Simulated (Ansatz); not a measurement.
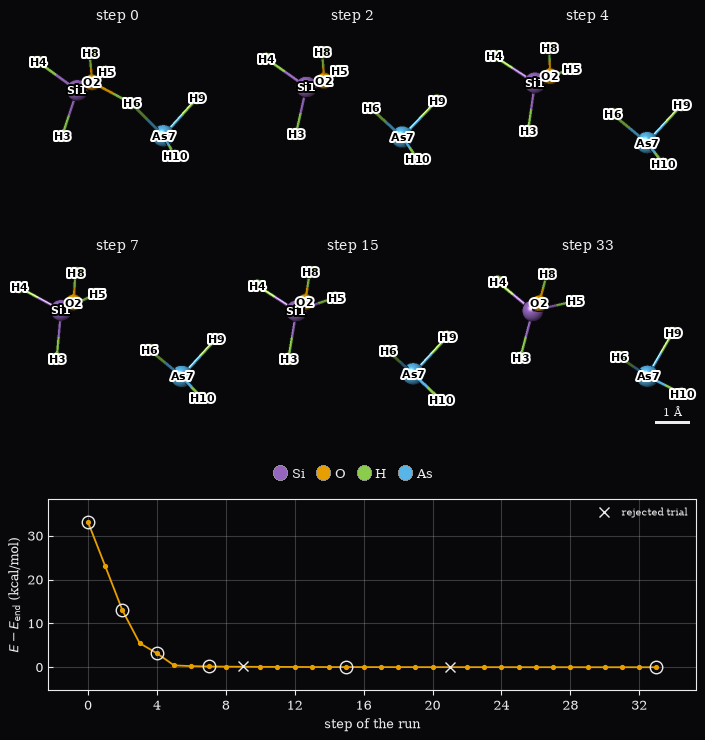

Frames of a relaxation of SiAsH7O (started from a transition state, displaced along its imaginary mode), marked on the history of the run. The picture is a ball-and-stick view, seen from a free direction.

Level of theory: RKS PBE0-D4/def2-TZVP (Ansatz). Set-up: force threshold 0.005 eV/Å; at most 200 steps.

Q: Describe the path.

A: The atom that moves furthest after the best rigid fit is H10 (1.14 Å). Largest moves by element: H 1.14 Å, O 0.75 Å, As 0.56 Å, Si 0.52 Å. Among the contacts that change: O2–H6 1.358 → 2.890 Å, Si1–H6 2.174 → 3.347 Å, Si1–As7 2.950 → 4.009 Å, H6–As7 1.738 → 1.521 Å. Among the angles between lasting bonds that change: O2–Si1–H4 95.0° → 111.5°, H6–As7–H10 78.6° → 92.2°, O2–Si1–H3 114.3° → 105.9°. The energy falls by 33.2 kcal/mol in 31 accepted moves (33 points after the start). Largest force component: 1.1 eV/Å at the start, 0.0046 eV/Å at the end. The line search rejected the trial steps at points 9, 21 of the run. The run took 73 s on 4 threads of Arm Neoverse V2, with other jobs on the host. From step 0 to 2: H6 moves most (0.29 Å), energy −20.2 kcal/mol. From step 2 to 4: H10 moves most (0.35 Å), energy −9.80 kcal/mol. From step 4 to 7: H6 moves most (0.33 Å), energy −3.02 kcal/mol. From step 7 to 15: H6 moves most (0.33 Å), energy −0.14 kcal/mol. From step 15 to 33: H9 moves most (0.34 Å), energy −0.03 kcal/mol.
